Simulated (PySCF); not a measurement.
**C5H10NSi2 (SMILES N#C/[C]=C\[SiH2]CC[SiH3]) (doublet): density, localisation and related maps**

```tsv
atom	x (Å)	y (Å)	z (Å)
N	2.3944	2.2311	1.9335
C	2.3597	1.3933	1.1202
C	2.4050	0.4092	0.2319
C	2.0959	-0.3872	-0.7326
Si	0.4455	-0.2549	-1.7122
C	-0.8704	-1.1904	-0.7046
C	-0.9954	-0.7725	0.7630
Si	-1.6728	0.9846	1.0567
H	2.7480	-1.2003	-1.0251
H	0.1215	1.1566	-1.9089
H	0.6946	-0.9333	-2.9906
H	-1.8380	-1.0671	-1.1963
H	-0.6441	-2.2610	-0.7493
H	-0.0214	-0.8664	1.2489
H	-1.6527	-1.4853	1.2690
H	-2.8662	1.1610	0.2208
H	-2.0405	1.1023	2.4672
H	-0.6717	1.9865	0.6968
```

Geometry: GFN2-xTB.

All numbers below come from UKS B3LYP, pcH-1 on C H N Si, non-relativistic, mean-field spin-orbit, GIAO in PySCF 2.14.0, density-fitted response routines.

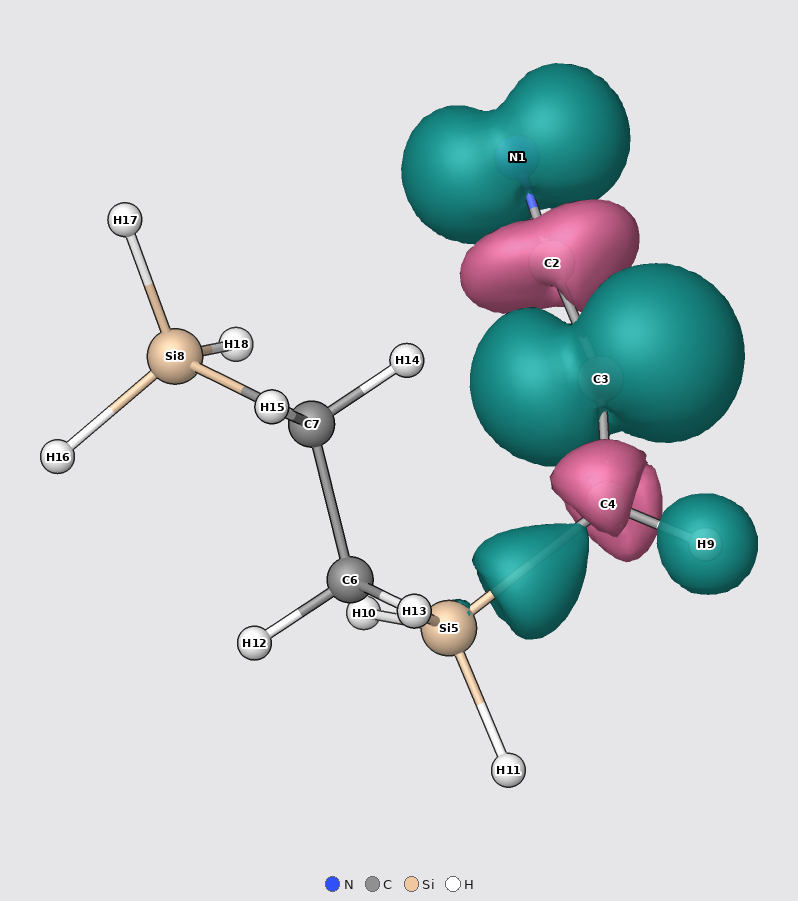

Figure 1. Isosurfaces of the spin density at +0.03 (teal) and −0.03 e/Å³ (pink), seen at a tilt.

### Where is the unpaired spin?

The unpaired spin (1 electron) lies mostly on C3 (about 0.5) and N1 (about 0.3), in electrons by Hirshfeld's partition.

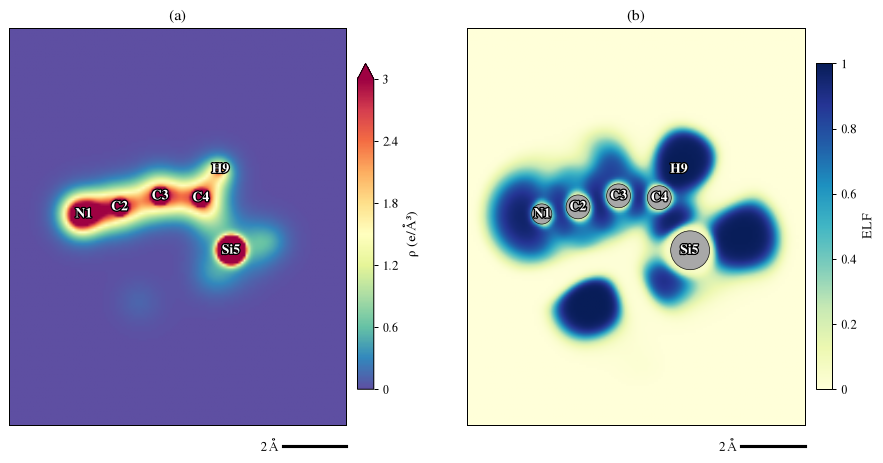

Figure 2. (a) total electron density; (b) ELF on the plane of atoms Si5, C4 and H9. Grey discs cover the atomic cores in the ELF map.

### What do the fields say about this system?

Atoms in the plane: N, C, Si and H.
C–N (1.17 Å): the density is about 3.4 e/Å³ at the midpoint; the ELF peaks at about 0.90 between the atoms: a short, multiple covalent bond.
C–C (1.29 Å): ρ is about 2.4 e/Å³ halfway; the ELF peaks at about 0.90 between the atoms (a short, multiple covalent bond).
C–Si (1.92 Å): ρ is about 0.85 e/Å³ halfway; the ELF peaks at about 0.95 between the atoms; localised, covalent bonding.
C–H (1.08 Å): ρ is about 2 e/Å³ halfway; the ELF climbs to about 1 towards the hydrogen, as it does in any bond to H: a covalent bond by its length.
The ELF also peaks beside N1, away from the bonds: non-bonding electrons, paired or unpaired.

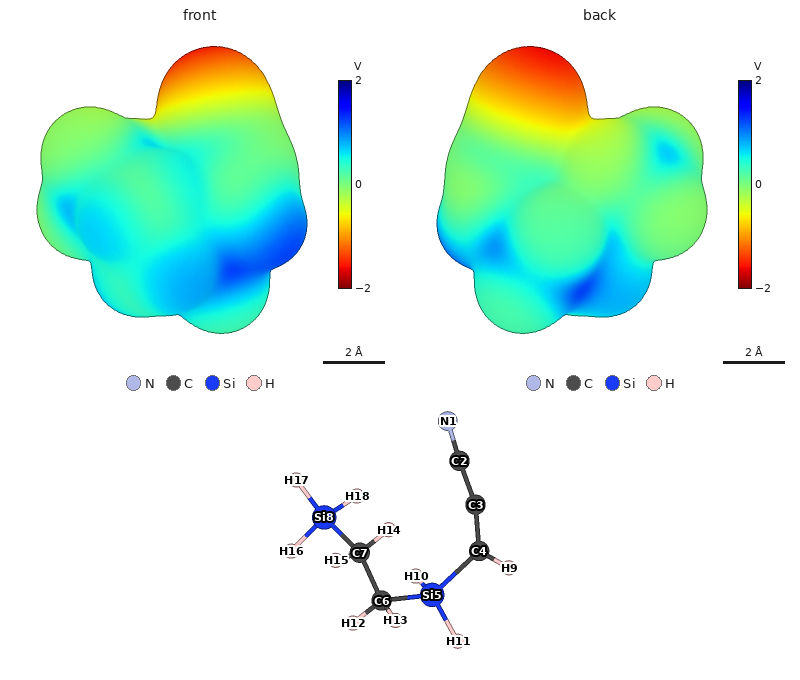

Figure 3. The molecular electrostatic potential painted on the density surface at 0.001 e/bohr³, seen from the front and from behind; red is negative and blue positive. The bare structure is drawn below in the same view.

### Where is the surface potential most negative and most positive?

The most negative region (about −1.6 V) lies over N1, the most positive (about +1.2 V) over Si5 and H9. N1 is the likeliest acceptor of a hydrogen bond.
